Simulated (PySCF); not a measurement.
## GW calculation of SiH3S2F

- system: SiH3S2F, SMILES F[SiH](S)S
- method: G0W0 (SVWN5)/6-31G*, RKS (PySCF 2.14.0)

The geometry comes from this level: PBE0-D4/def2-TZVP.

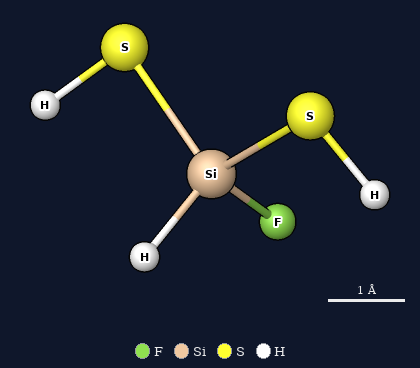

*The input geometry (ball-and-stick view, seen at a tilt).*

**Key numbers**

| quantity | value |
| --- | --- |
| outcome | converged |
| total energy | −1183.022885 hartree |
| basis functions | 74 |
| HOMO | −6.66 eV |
| LUMO | −0.89 eV |
| dipole moment | 1.91 D |
| hardware | 1 thread of Intel Xeon @ 2.50GHz (Skylake/Cascade Lake), 189 GiB of memory available, shared host |
| wall time | 25 s |
| peak memory | 0.26 GiB |

**Input file (calc.py)**
```python
# F[SiH](S)S
from pyscf import gto, dft, gw

molecule = gto.Mole()
molecule.atom = '''
F     -1.160800    -1.275500     0.097800
Si     0.009200    -0.203800    -0.075600
S      0.815000     0.448700     1.766100
S     -0.792200     1.543200    -0.959000
H      1.043300    -0.886200    -0.880100
H      1.722800    -0.542000     1.807600
H     -1.576200     0.847700    -1.802400
'''
molecule.basis = '6-31g*'
molecule.charge = 0
molecule.verbose = 4
molecule.max_memory = 1860
molecule.build()

mf = dft.RKS(molecule, xc='svwn')
mf.conv_tol = 1e-10
mf.grids.level = 4
mf.kernel()
if not mf.converged:
    mf = mf.newton().run(mf.mo_coeff, mf.mo_occ)

e_final = mf.e_tot
print('E(%s) = %.9f' % ('SVWN5', e_final))

nocc = molecule.nelec[0]
orbs = list(range(max(0, nocc - 2), min(molecule.nao, nocc + 2)))
mygw = gw.GW(mf, freq_int='ac')
mygw.orbs = orbs
mygw.kernel()
print('orbital   mean field (eV)   quasiparticle (eV)')
for p in orbs:
    print('%4d %12.4f %12.4f' % (p + 1, mf.mo_energy[p] * 27.211386, mygw.mo_energy[p] * 27.211386))
```

Launch command:
```bash
OMP_NUM_THREADS=1 python calc.py
```

**Output**
```
PySCF version 2.14.0

[INPUT] num. atoms = 7
[INPUT] num. electrons = 58
[INPUT] charge = 0
[INPUT] spin (= nelec alpha-beta = 2S) = 0
[INPUT] symmetry False subgroup None
[INPUT] Mole.unit = angstrom
[INPUT] Symbol           X                Y                Z      unit          X                Y                Z       unit  Magmom
[INPUT]  1 F     -1.160800000000  -1.275500000000   0.097800000000 AA   -2.193594085395  -2.410345671883   0.184815214982 Bohr   0.0
[INPUT]  2 Si     0.009200000000  -0.203800000000  -0.075600000000 AA    0.017385480346  -0.385126184186  -0.142863295017 Bohr   0.0
[INPUT]  3 S      0.815000000000   0.448700000000   1.766100000000 AA    1.540126791521   0.847920112092   3.337445308594 Bohr   0.0
[INPUT]  4 S     -0.792200000000   1.543200000000  -0.959000000000 AA   -1.497041035880   2.916225355429  -1.812247353458 Bohr   0.0
[INPUT]  5 H      1.043300000000  -0.886200000000  -0.880100000000 AA    1.971551265759  -1.674675291590  -1.663147962230 Bohr   0.0
[INPUT]  6 H      1.722800000000  -0.542000000000   1.807600000000 AA    3.255620167401  -1.024231559514   3.415868942764 Bohr   0.0
[INPUT]  7 H     -1.576200000000   0.847700000000  -1.802400000000 AA   -2.978586317539   1.601920835794  -3.406042366916 Bohr   0.0

nuclear repulsion = 282.395690993498
number of shells = 36
number of NR pGTOs = 192
number of NR cGTOs = 74
basis = 6-31g*
ecp = {}

******** <class 'pyscf.dft.rks.RKS'> ********
method = RKS
initial guess = minao
damping factor = 0
level_shift factor = 0
DIIS = <class 'pyscf.scf.diis.CDIIS'>
diis_start_cycle = 1
diis_space = 8
diis_damp = 0
SCF conv_tol = 1e-10
SCF conv_tol_grad = None
SCF max_cycles = 50
direct_scf = True
direct_scf_tol = 1e-13
XC library pyscf.dft.libxc version 7.0.0
    S. Lehtola, C. Steigemann, M. J.T. Oliveira, and M. A.L. Marques.,  SoftwareX 7, 1–5 (2018)
XC functionals = svwn
    P. A. M. Dirac.,  Math. Proc. Cambridge Philos. Soc. 26, 376 (1930)
    F. Bloch.,  Z. Phys. 57, 545 (1929)
    S. H. Vosko, L. Wilk, and M. Nusair.,  Can. J. Phys. 58, 1200 (1980)
radial grids:
    Treutler-Ahlrichs [JCP 102, 346 (1995); DOI:10.1063/1.469408] (M4) radial grids

becke partition: Becke, JCP 88, 2547 (1988); DOI:10.1063/1.454033
pruning grids: <function nwchem_prune>
grids dens level: 4
symmetrized grids: False
atomic radii adjust function: <function treutler_atomic_radii_adjust>
small_rho_cutoff = 0
Set gradient conv threshold to 1e-05
Initial guess from minao.
tot grids = 162264
init E= -1183.32665578151
  HOMO = -0.292596960623088  LUMO = -0.0453304227319964  gap/eV = 6.72847
cycle= 1 E= -1182.94624030134  delta_E= 0.38  |g|= 0.597  |ddm|= 2.63
  HOMO = -0.203029986226978  LUMO = -0.0202661372719239  gap/eV = 4.97326
cycle= 2 E= -1182.72438766352  delta_E= 0.222  |g|= 1.27  |ddm|= 1.98
  HOMO = -0.230619245864236  LUMO = -0.0267567656362147  gap/eV = 5.54738
cycle= 3 E= -1183.01728971757  delta_E= -0.293  |g|= 0.136  |ddm|= 1.36
  HOMO = -0.24739511335779  LUMO = -0.0337921643355714  gap/eV = 5.81243
cycle= 4 E= -1183.0223001189  delta_E= -0.00501  |g|= 0.0442  |ddm|= 0.249
  HOMO = -0.245333290129524  LUMO = -0.0329906459481997  gap/eV = 5.77814
cycle= 5 E= -1183.02282292859  delta_E= -0.000523  |g|= 0.013  |ddm|= 0.0801
  HOMO = -0.244737424724424  LUMO = -0.0325820265867343  gap/eV = 5.77304
cycle= 6 E= -1183.02288157253  delta_E= -5.86e-05  |g|= 0.00342  |ddm|= 0.0233
  HOMO = -0.244820719462792  LUMO = -0.0326384752342861  gap/eV = 5.77377
cycle= 7 E= -1183.02288502175  delta_E= -3.45e-06  |g|= 0.000673  |ddm|= 0.00489
  HOMO = -0.244813040659368  LUMO = -0.0326433396958468  gap/eV = 5.77343
cycle= 8 E= -1183.02288511886  delta_E= -9.71e-08  |g|= 0.000125  |ddm|= 0.000876
  HOMO = -0.244813250156231  LUMO = -0.0326399412586316  gap/eV = 5.77353
cycle= 9 E= -1183.02288512316  delta_E= -4.3e-09  |g|= 2.16e-05  |ddm|= 0.000215
  HOMO = -0.244812433730455  LUMO = -0.0326407830158746  gap/eV = 5.77348
cycle= 10 E= -1183.02288512329  delta_E= -1.3e-10  |g|= 1.17e-05  |ddm|= 5.17e-05
  HOMO = -0.24481343485161  LUMO = -0.0326408189952665  gap/eV = 5.77351
cycle= 11 E= -1183.02288512333  delta_E= -4.82e-11  |g|= 2.38e-06  |ddm|= 2.21e-05
  HOMO = -0.244813100988835  LUMO = -0.0326407662779236  gap/eV = 5.77350
```

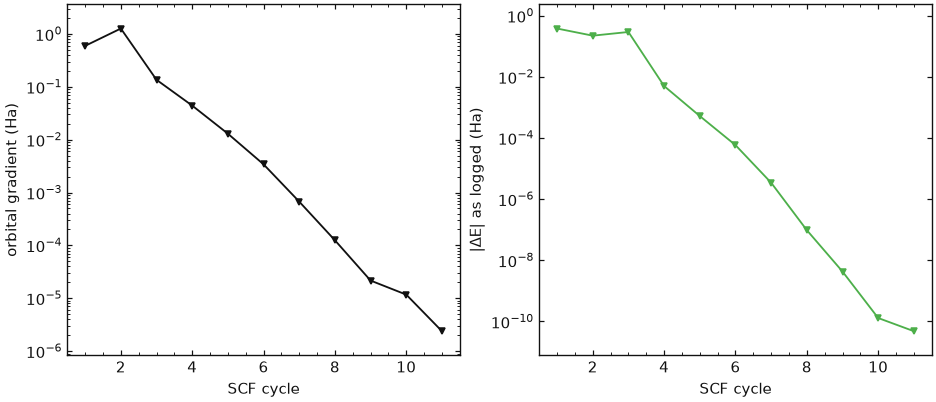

*Convergence of the self-consistent field: orbital gradient and size of the energy change against the SCF cycle.*

The residual comes down, with one marked jump up, by a factor of about 2, at step 2.

```
Extra cycle  E= -1183.02288512333  delta_E= 9.09e-13  |g|= 3.11e-06  |ddm|= 8.41e-06
converged SCF energy = -1183.02288512333
E(SVWN5) = -1183.022885123
Default auxbasis cc-pvdz-ri is used for S 6-31g*
Default auxbasis cc-pvdz-ri is used for F 6-31g*
Default auxbasis cc-pvdz-ri is used for Si 6-31g*
Default auxbasis cc-pvdz-ri is used for H 6-31g*

******** <class 'pyscf.gw.gw_ac.GWAC'> ********
method = GWAC
GW nocc = 29, nvir = 45
frozen orbitals = None
off-diagonal self-energy = False
GW density matrix = False
density-fitting for exchange = False
outcore for self-energy= False
broadening parameter = 5.000e-03
number of grids = 100
analytic continuation method = pade
imaginary frequency cutoff = 5.0
Pade points = 18
Pade step ratio = 0.667
use perturbative linearized QP eqn = False
QPE max iter = 100
QPE tolerance = 1.0e-06

Starting get_sigma_diag main loop with 100 frequency points.
   0    1    2    3    4    5    6    7    8    9   10   11
  12   13   14   15   16   17   18   19   20   21   22   23
  24   25   26   27   28   29   30   31   32   33   34   35
  36   37   38   39   40   41   42   43   44   45   46   47
  48   49   50   51   52   53   54   55   56   57   58   59
  60   61   62   63   64   65   66   67   68   69   70   71
  72   73   74   75   76   77   78   79   80   81   82   83
  84   85   86   87   88   89   90   91   92   93   94   95
  96   97   98   99
Finished get_sigma_diag main loop.

WARN: GW QP energies may not be sorted from min to max

orbital   mean field (eV)   quasiparticle (eV)
  28      -6.9505      -9.4502
  29      -6.6617      -9.1534
  30      -0.8882       2.7677
  31      -0.4192       3.1333
```

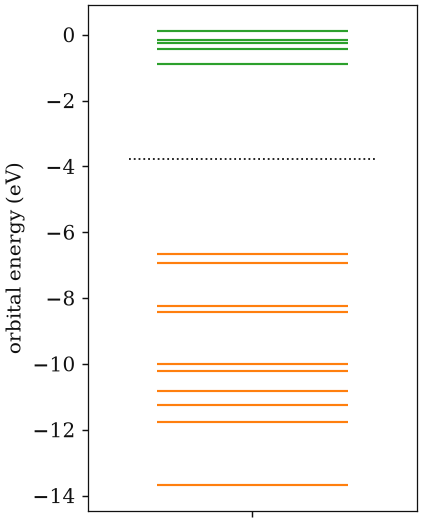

*Orbital energies near the frontier; the dotted line parts filled from empty levels, and levels within 0.02 eV of each other stand side by side.*

Highest filled −6.66 eV, lowest empty −0.89 eV, 5.77 eV apart.
